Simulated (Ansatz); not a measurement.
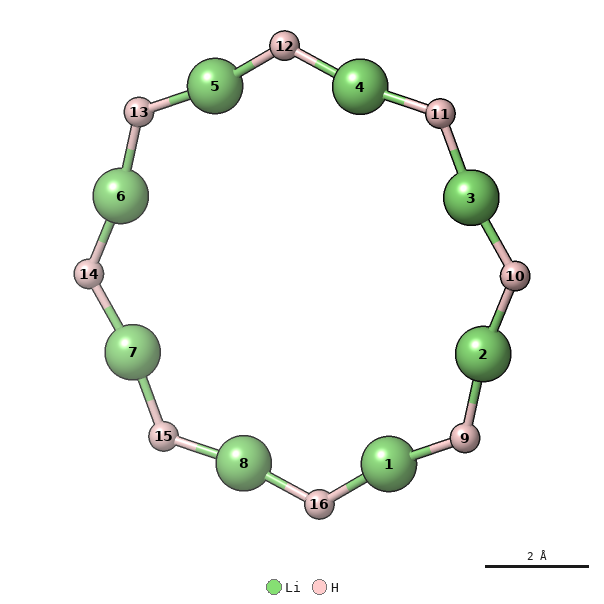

Source: calculation with Ansatz.

Orthographic view. Distant atoms are faded towards the background colour. Geometry: a fixed input geometry, not necessarily a minimum.

Write the connection table.

Li1: H9, H16
Li2: H9, H10
Li3: H10, H11
Li4: H11, H12
Li5: H12, H13
Li6: H13, H14
Li7: H14, H15
Li8: H15, H16
H9: Li1, Li2
H10: Li2, Li3
H11: Li3, Li4
H12: Li4, Li5
H13: Li5, Li6
H14: Li6, Li7
H15: Li7, Li8
H16: Li1, Li8
(terminal hydrogens appear only as neighbours)
